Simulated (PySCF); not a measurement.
**B3LYP/STO-3G run of PH3F+ (SMILES F[PH3+])**

Aim: the vertical singlet–triplet gap of PH3F+ at B3LYP/STO-3G, from 2 runs. Input form: a Python script.

Program for the calculation: PySCF 2.14.0.

23 further runs of the same task are left out: 9 that didn't finish, 14 set aside as unsound or not needed.

### 1 The system as given

PH3F+: 5 atoms, total charge +1, spin state singlet. As SMILES, `F[PH3+]`. The shape is that of a GFN2-xTB optimisation.

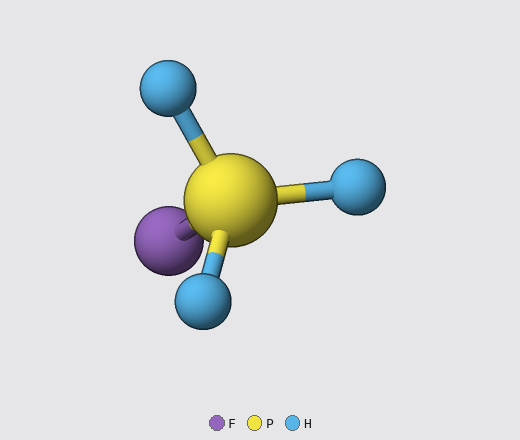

Viewed from a chosen angle; fluorine purple, phosphorus yellow, hydrogen blue.

### 2 A single-point energy at B3LYP/STO-3G

calc.py reads:

```python
from pyscf import gto, dft

system = gto.Mole()
system.atom = '''
F     -2.580402     0.473187     0.644586
P      0.231662    -0.042292    -0.057977
H      0.072150    -0.809974    -2.549940
H      0.918653    -1.905392     1.640528
H      1.357938     2.284471     0.322822
'''
system.basis = 'sto-3g'
system.verbose = 3
system.max_memory = 1860
system.unit = 'bohr'
system.charge = 1
system.build()

mf = dft.RKS(system)
mf.xc = 'b3lyp'
mf.grids.level = 5
mf.conv_tol = 1e-10
mf.kernel()
if not mf.converged:
    mf = mf.newton().run(mf.mo_coeff, mf.mo_occ)

e_final = mf.e_tot
print(f'total energy: {e_final:.8f} hartree')
```

Command:

```
OMP_NUM_THREADS=1 python calc.py
```

What it wrote:

```text
converged SCF energy = -437.393991117199
total energy: -437.39399112 hartree
```

Wall time 2.6 s (1 thread of Arm Neoverse V1, shared host); peak memory 0.19 GiB.

### 3 The triplet, same level

calc.py reads:

```python
from pyscf import gto, dft

mol = gto.M(
    atom=[
    ('F', (-1.365490, 0.250400, 0.341100)),
    ('P', (0.122590, -0.022380, -0.030680)),
    ('H', (0.038180, -0.428620, -1.349370)),
    ('H', (0.486130, -1.008290, 0.868130)),
    ('H', (0.718590, 1.208890, 0.170830)),
],
    charge=1,
    verbose=3,
    max_memory=1860,
    spin=2,
    basis='sto-3g',
)

calc0 = dft.UKS(mol, xc='b3lyp')
calc0.conv_tol = 1e-10
calc0.grids.level = 5
calc0.kernel()
if not calc0.converged:
    calc0 = calc0.newton().run(calc0.mo_coeff, calc0.mo_occ)

etot = calc0.e_tot
print('E = %.10f Eh' % etot)
```

Command:

```
OMP_NUM_THREADS=1 python calc.py
```

What it wrote:

```text
WARN: HOMO 0.0994559578398916 >= LUMO -0.390327280065499

WARN: HOMO -0.228622792079729 >= LUMO -0.338498861884757

WARN: HOMO -0.228816649047387 >= LUMO -0.487299635700675

WARN: HOMO -0.219848011078784 >= LUMO -0.472746051235237

WARN: HOMO -0.231343763106535 >= LUMO -0.476059666093957

WARN: HOMO -0.231267860776749 >= LUMO -0.46947234900925

WARN: HOMO -0.231646784628458 >= LUMO -0.468728057545166

WARN: HOMO -0.231676657373367 >= LUMO -0.468540125458238

WARN: HOMO -0.231694635733312 >= LUMO -0.468578590654727

WARN: HOMO -0.231695001741842 >= LUMO -0.468588304072423

WARN: HOMO -0.231694624351025 >= LUMO -0.468592104243611

WARN: HOMO -0.231694950236928 >= LUMO -0.468592450877898

WARN: HOMO -0.23169498620552 >= LUMO -0.468592314052912

WARN: HOMO -0.231694850837572 >= LUMO -0.46859214846901

WARN: HOMO -0.231694855206332 >= LUMO -0.468591945990923

WARN: HOMO -0.231694852140796 >= LUMO -0.468591945530839

WARN: HOMO -0.231694835645446 >= LUMO -0.468591977297479

WARN: HOMO -0.231694817433134 >= LUMO -0.468592003917282

WARN: HOMO -0.231694875491441 >= LUMO -0.468591975637456

WARN: HOMO -0.231694989980856 >= LUMO -0.468592058969151

WARN: HOMO -0.231694988036984 >= LUMO -0.468592091480022

WARN: HOMO -0.231694974961964 >= LUMO -0.468589323711169

WARN: HOMO -0.231695378755047 >= LUMO -0.468557642775615

WARN: HOMO -0.231695570077628 >= LUMO -0.46852916682236

WARN: HOMO -0.231694679538526 >= LUMO -0.468106207681169

WARN: HOMO -0.231694707116281 >= LUMO -0.468139451054605

WARN: HOMO -0.231694725284872 >= LUMO -0.468171935311121

WARN: HOMO -0.231694817342374 >= LUMO -0.468254468980297

WARN: HOMO -0.23169469948454 >= LUMO -0.468463538854275

WARN: HOMO -0.231694912973281 >= LUMO -0.468554309296986

WARN: HOMO -0.231694957812521 >= LUMO -0.468572118511505

WARN: HOMO -0.231694953735156 >= LUMO -0.468581916836198

WARN: HOMO -0.231694969728901 >= LUMO -0.468593871883838

WARN: HOMO -0.231694726603851 >= LUMO -0.468590413212992

converged SCF energy = -437.079942804732  <S^2> = 2.0023323  2S+1 = 3.0015545
E = -437.0799428047 Eh
```

It took 12 s on 1 thread of Arm Neoverse V1, shared host; peak memory 0.2 GiB.

### 4 Outcome

Level: B3LYP/STO-3G.

| quantity | value |
| --- | --- |
| singlet: total energy | -437.39399 Eh |
| singlet: HOMO energy | -14.13 eV |
| singlet: LUMO energy | -3.88 eV |
| singlet: HOMO–LUMO gap | 10.25 eV |
| triplet: total energy | -437.07994 Eh |
| triplet: HOMO energy (highest over α and β) | -6.30 eV |
| triplet: ⟨S²⟩ | 2.002 |
| vertical energy of the triplet above the singlet | 8.546 eV |

What this shows: At this shape the triplet lies 8.55 eV (825 kJ/mol) above the singlet. In a minimal basis such a difference can be off by several eV, whatever the method.
